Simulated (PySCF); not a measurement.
## A study: H4O2Si, SMILES `O[SiH2]O`

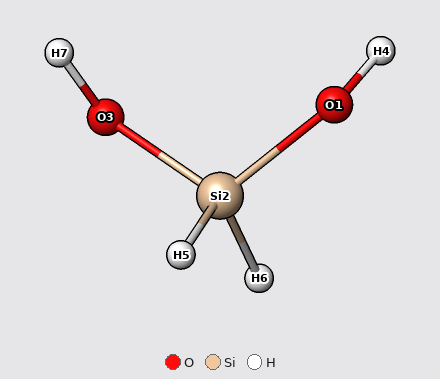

The molecule, with its atoms numbered as below. No frequency check shows the geometry to be a minimum.

Geometry (Å), atoms numbered from 1:

```
O1      -1.3568    0.4294   -0.0756
Si2     -0.0000   -0.4677    0.0000
O3       1.3569    0.4294    0.0756
H4      -1.5838    1.0560    0.6059
H5      -0.1119   -1.2174   -1.2398
H6       0.1119   -1.2174    1.2397
H7       1.5838    1.0560   -0.6059
```

### 1. Bonding charge

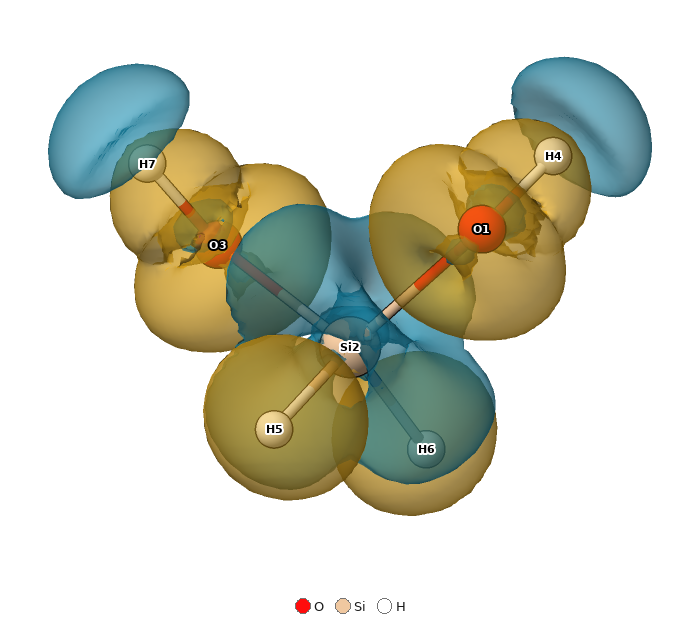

Deformation density (molecule less spherical, spin-averaged free atoms at the same positions), surfaces at ±0.06 e/Å³; yellow: gain, teal: loss.

Method: PBE/def2-TZVP; geometry: GFN2-xTB; program: PySCF.

> Describe the bonding that the map shows.

O3–H7 and O1–H4: +0.76 e/Å³ at the bond critical point (bond length 0.95 Å, Mayer order 0.9). Si2–H5 and Si2–H6: +0.25 e/Å³ at the bond critical point (bond length 1.45 Å, Mayer order 0.9). O1–Si2 and Si2–O3: +0.11 e/Å³ at the bond critical point (bond length 1.63 Å, Mayer order 1.3); up to 0.6 Å beside the axis the gain reaches +0.41 e/Å³. In all, 1.6 electrons gather in the regions of gain relative to the promolecule. A small or negative value marks a very polar bond, one between electron-rich atoms, whose free-atom densities already overlap strongly, a long bond to a heavier atom, or a closed-shell contact such as a hydrogen bond.

> Where do the Hirshfeld charges lie?

The highest Hirshfeld charge is on Si2 (+0.40 e), the lowest on O1 and O3 (−0.29 e).

### 2. Bond critical points

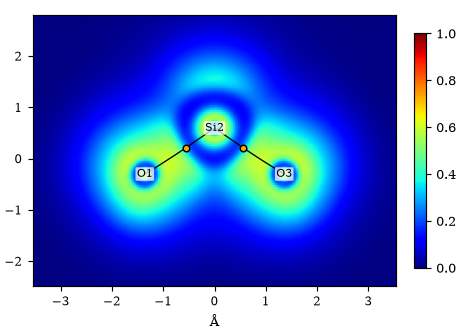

Localised orbital locator (LOL) in the plane of O1, Si2 and O3, with bond paths and bond critical points (dots).

> What values does LOL take at the bond critical points in this plane?

O1–Si2 and Si2–O3: about 0.29. Values above 0.5 mark slow, localised electrons, as in shared pairs; low values at a critical point mark a polar or closed-shell contact whose critical point lies between the shells.

> Where along O1–Si2 does the critical point lie?

0.96 Å from O1 and 0.67 Å from Si2.

### 3. Electrostatic potential

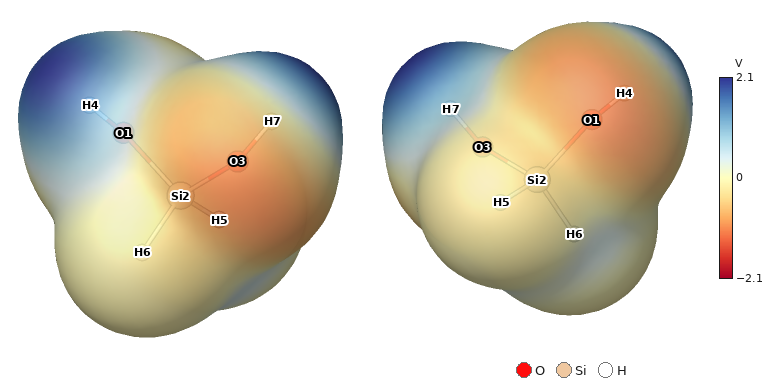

Electrostatic potential on the surface of electron density 0.001 a.u. (back view left, front view right).

> Where are the extremes of the potential on the surface?

Highest: 2.05 V, 1.2 Å from H4. Further maxima include 0.52 V, near H6 (1.96 Å), H5 (2.06 Å) and Si2 (2.06 Å). Lowest: −1.09 V, 1.8 Å from O1, and at like points elsewhere. The surface is sampled at points, so like sites can differ by a few per cent and only the strongest of them is named.

> What volume does the surface enclose, and what is the dipole moment?

About 80 Å³; the dipole moment is 1.3 D.

### 4. In an electric field

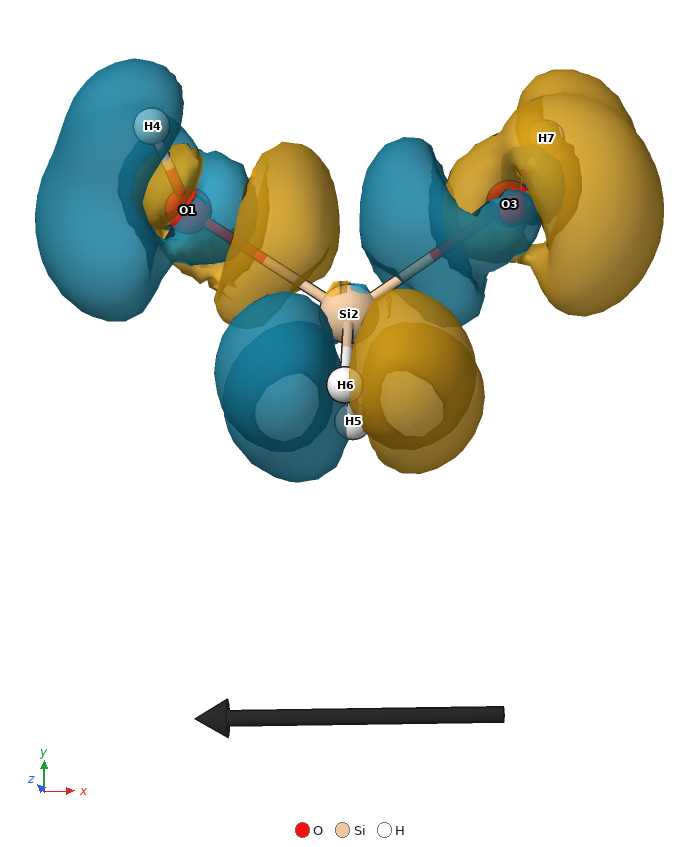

Change of the electron density in a uniform field of 0.21 V/Å along −x (arrow), surfaces at ±0.0015 e/Å³ (yellow: gain, teal: loss).

Level of theory: PBE/def2-TZVP (PySCF), at a geometry from GFN2-xTB. A basis without diffuse functions makes polarisabilities too small.

The field was applied in both directions; the picture shows the one opposite to the script's first.

> What dipole is induced, and what polarisability does it imply?

The induced dipole is 0.34 D (along the field); α along this axis, from the fields in both directions, is 33 bohr³ (4.9 Å³).

### 5. Removing or adding an electron

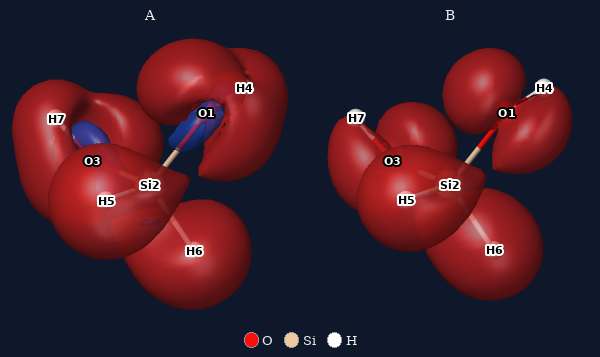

The Fukui function f⁻ from two separate SCF calculations and the density of the HOMO, at ±0.015 e/Å³ (red positive, blue negative).

Computed with PySCF, PBE/def2-TZVP, geometry: GFN2-xTB.

> Which panel is which, and how good is the frozen-orbital picture?

A is f⁻ (it has negative regions), B the HOMO density. The HOMO lies on O1 and O3 (24 % each), Si2 (20 %) and H5 and H6 (14 % each); f⁻ (Hirshfeld-condensed) is largest on Si2 (0.22), O1 and O3 (0.17 each) and H5 and H6 (0.15 each); the vertical ionisation energy is 10.74 eV. Relaxation shifts 14 % of the electron between atoms. The orbital energy is −7.30 eV.
